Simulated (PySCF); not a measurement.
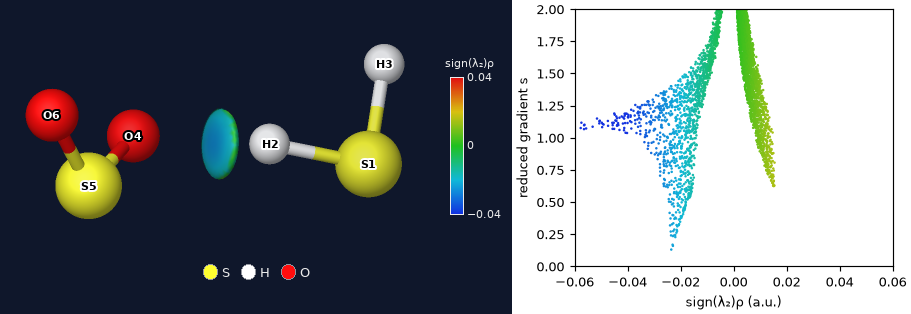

Figure 1: H$_{2}$O$_{2}$S$_{2}$, SMILES `S.O=S=O`. Non-covalent interaction surfaces between the fragments (reduced density gradient s = 0.6, coloured by sign(λ₂)ρ in a.u.; trimmed to the region between the fragments where ρ is under 0.06 a.u.). Fragment A: H2S (atoms 1–3); fragment B: SO2. The plot gives s against sign(λ₂)ρ for grid points between the fragments.

Computed with PySCF, PBE0/aug-cc-pVDZ, geometry: GFN2-xTB. GFN2-xTB bond lengths at metals and heavier atoms can be off by up to 0.1 Å and shapes distorted, which carries into these values.

Coordinates in Å:

```
S1       2.7533   -0.0108   -0.1667
H2       1.5304   -0.0137    0.3533
H3       3.1295   -1.0530    0.5608
O4      -0.4028    0.0580    0.6704
S5      -1.5604    0.3709   -0.1275
O6      -2.5656   -0.6449   -0.1962
```

**Interpret the surfaces between the fragments.**

Bond critical points between the fragments: H2···O4, hydrogen bond, 1.96 Å, ρ = 0.024 a.u. It appears blue-green. The pose is a local one from a semi-empirical search, not shown to be the most stable.

**How strongly are they bound?**

The counterpoise-corrected interaction energy of the frozen fragments is +0.3 kcal/mol without dispersion correction and −0.6 kcal/mol with D3(BJ). The pair geometry is semi-empirical, not a minimum at this level.

Run time: 23 s on 1 thread of Arm Neoverse V1, with other jobs on the host, peak memory 0.55 GiB.
